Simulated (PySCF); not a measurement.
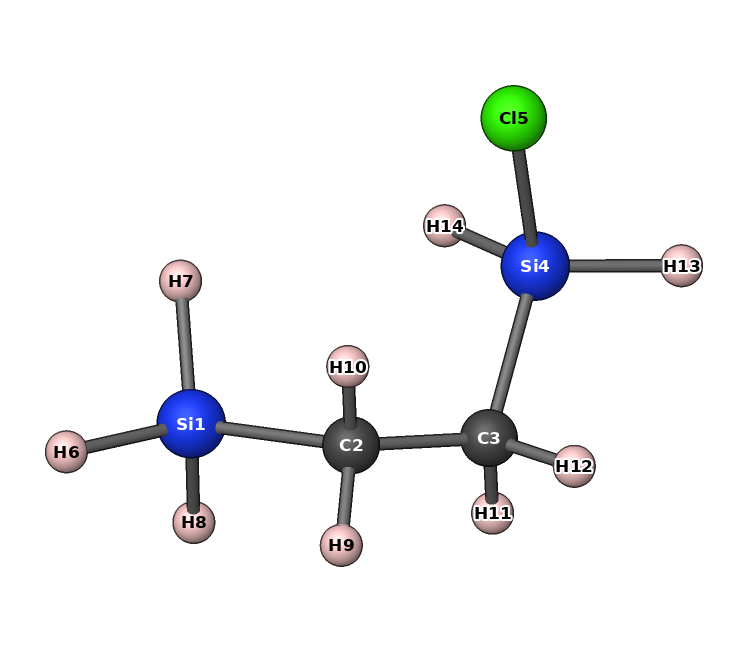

The questions are on Hirshfeld charges. The computed structure is the end point of a PBE0-D3(BJ)/def2-SVP optimisation. No frequency run is at hand to confirm it as a minimum. Method: PBE0/6-31G, gas phase (PySCF 2.14.0).

List the Hirshfeld charges.

```csv
atom,value (e)
Si1,0.28
C2,−0.14
C3,−0.14
Si4,0.33
Cl5,−0.17
H6,−0.07
H7,−0.07
H8,−0.08
H9,0.04
H10,0.04
H11,0.05
H12,0.05
H13,−0.06
H14,−0.06
```
